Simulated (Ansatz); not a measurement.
# Does disorder add resistance in series? Pt(111) layers displaced at 500 K

Two lengths of the disordered region are known. What area resistance does the third give?

**Method.** Ansatz 0.2.0, plane waves with PAW datasets at their recommended cutoffs (420 eV for most), Fermi-Dirac smearing; ballistic transmission by layer matching. The area resistance is RA = A (h/2e²)(1/T − 1/N), with T the zone-mean transmission per spin and N the lead's channels, both averaged over a few energies near the Fermi level; for magnets each spin is taken apart, with h/e², and the two conduct in parallel. Lateral cell 2x2, PBE, a fresh random draw for each length. Atoms are displaced independently, by 0.0807 Å r.m.s. per direction; each RA is scaled by the nominal over the drawn mean square displacement.

The runs, with one result withheld:

| length (Å) | channels N | RA (fΩ m²) |
| --- | --- | --- |
| 9.06 | 6.753 | 0.152 |
| 18.1 | 6.753 | 0.306 |
| 27.2 | 6.713 | ? |

**Estimate by hand.**

Ohm's law makes RA linear in the length: the slope is (0.306 − 0.152)/(18.1 − 9.06) = 0.0170 fΩ m² per Å, or 17 µΩ cm. Then 0.306 + 0.0170 × 9.06. Predicted: 0.460 fΩ m².

**The withheld run.**

0.450 fΩ m², so the prediction is 2.2 % too high. The three lengths together give 16 µΩ cm. The two increments are 0.15 and 0.14 fΩ m², roughly as Ohm's law has it, though with one draw for each length that is a weak test.

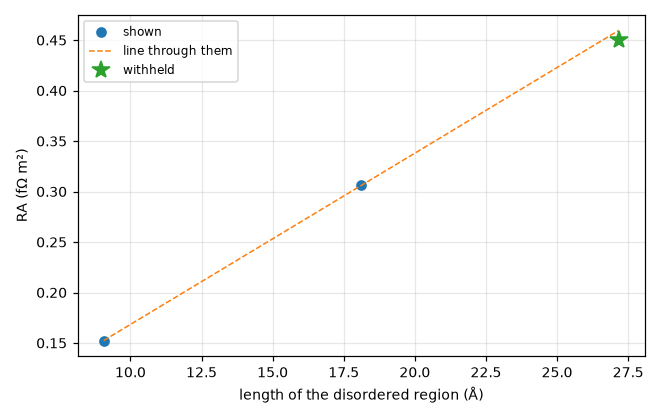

Area resistance against length.

**Limits.** The scatterers repeat sideways with the small cell. The slope is a raw one; a model of isotropic scattering puts it 1.03 times the bulk value over these lengths. Spin-orbit coupling is left out, which matters for Pt.
